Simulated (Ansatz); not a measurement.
CH8BGeN: single-point calculation

System: CH8BGeN.
Method: RHF-CCSD(T), frozen core/def2-TZVPP (Ansatz 0.2.0).

The geometry comes from this level: PBE0-D4/def2-TZVP.

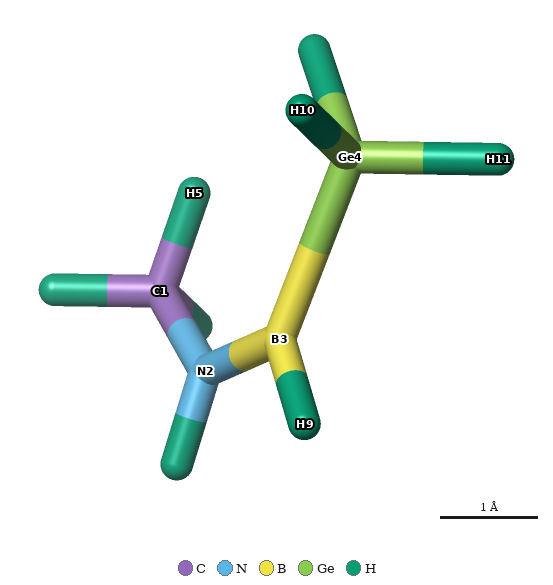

The input geometry (stick view, seen at a tilt; atoms are numbered from 1 in the order of the input). Sticks mark near contacts. Bond lengths as drawn: B–Ge 2.07 Å, B–H 1.20 Å, B–N 1.38 Å, C–H 1.09 Å, C–N 1.45 Å, Ge–H 1.54 Å and H–N 1.01 Å.

Results in brief

| quantity | value |
| --- | --- |
| outcome | converged |
| total energy | −59808.5706 eV |
| mean-field energy | −59785.8848 eV |
| CCSD correlation | −21.8634 eV |
| (T) correction | −0.8224 eV |
| T1 diagnostic | 0.013 |
| SCF solution under orbital rotations | stable |
| hardware | 4 threads of Intel Xeon @ 2.50GHz, 15 GiB of memory available, shared host |
| wall time | 2.4 min (CPU time 9.3 min) |
| peak memory | 5.7 GiB |

The input
```yaml
crystal:
  periodic: [false, false, false]
  atoms:
    - {symbol: C, position_ang: [-1.045010, 1.388300, 0.027327]}
    - {symbol: N, position_ang: [0.056992, 0.935811, 0.845839]}
    - {symbol: B, position_ang: [0.827456, -0.206136, 0.725531]}
    - {symbol: Ge, position_ang: [0.597681, -1.650081, -0.733700]}
    - {symbol: H, position_ang: [-1.227790, 0.668575, -0.769090]}
    - {symbol: H, position_ang: [-1.960590, 1.488204, 0.617662]}
    - {symbol: H, position_ang: [-0.826377, 2.358242, -0.428961]}
    - {symbol: H, position_ang: [0.270003, 1.565782, 1.605536]}
    - {symbol: H, position_ang: [1.694910, -0.359688, 1.539795]}
    - {symbol: H, position_ang: [1.904061, -1.814854, -1.537137]}
    - {symbol: H, position_ang: [0.309623, -3.022727, -0.091757]}
    - {symbol: H, position_ang: [-0.524055, -1.406529, -1.767044]}
basis:
  gaussian: {orbitals: def2-TZVPP}
correlation: {method: ccsd_t}
```

Run as:
```bash
ansatz run in.yaml --threads 4 --pin off --events-out ev --progress --plain --max-ram 10444MiB
```

What the program printed
```
Functional definition: HF
  name "HF"
  cite "Fock, Z. Phys. 61, 126 (1930) doi:10.1007/BF01340294"
  parent pbe
  exchange = exact_x
  correlation = 0
1498 factors; integrals over basis functions are off by at most 1.4e-3 eV
mean field evaluation 1: about -59782.6632 eV, gradient 3.3e1 eV
mean field evaluation 2: about -59782.8122 eV, gradient 3.3e1 eV
mean field evaluation 4: about -59785.8237 eV, gradient 4.4e0 eV
mean field evaluation 8: about -59785.8847 eV, gradient 1.8e-1 eV
mean field evaluation 16: about -59785.0573 eV, gradient 1.7e1 eV
mean field -59785.88483144 eV, -2197.0907432273 hartree, gradient 9.6e-7 eV, S^2 0.000000; 0 other end points of the search recorded, 0 dependent functions left out
12 core orbitals not correlated: weight in the atoms' cores, before any rotation towards them, 1.000 or more for the frozen orbitals, at most 0.000 for the correlated occupied ones
reference -59785.88483144 eV, -2197.0907432273 hartree; 17, 17 occupied and 224, 224 virtual orbitals, 1498 factors
second order -20.68378182 eV of doubles, -0.00000000 eV of singles
cycle   1  -21.14091912 eV  change   -4.6e-1 eV  update   1.1e-1
cycle   2  -21.78118045 eV  change   -6.4e-1 eV  update   3.1e-2
cycle   3  -21.87654261 eV  change   -9.5e-2 eV  update   1.6e-2
cycle   4  -21.86308331 eV  change    1.3e-2 eV  update   4.7e-3
cycle   5  -21.86383479 eV  change   -7.5e-4 eV  update   2.3e-3
cycle   6  -21.86341403 eV  change    4.2e-4 eV  update   6.6e-4
cycle   7  -21.86329716 eV  change    1.2e-4 eV  update   2.6e-4
cycle   8  -21.86336870 eV  change   -7.2e-5 eV  update   7.9e-5
cycle   9  -21.86338035 eV  change   -1.2e-5 eV  update   2.4e-5
perturbative correction -0.82241541 eV, -0.0302232089 hartree
Total energy: -59808.57062720 eV, -2197.9244308445 hartree
```
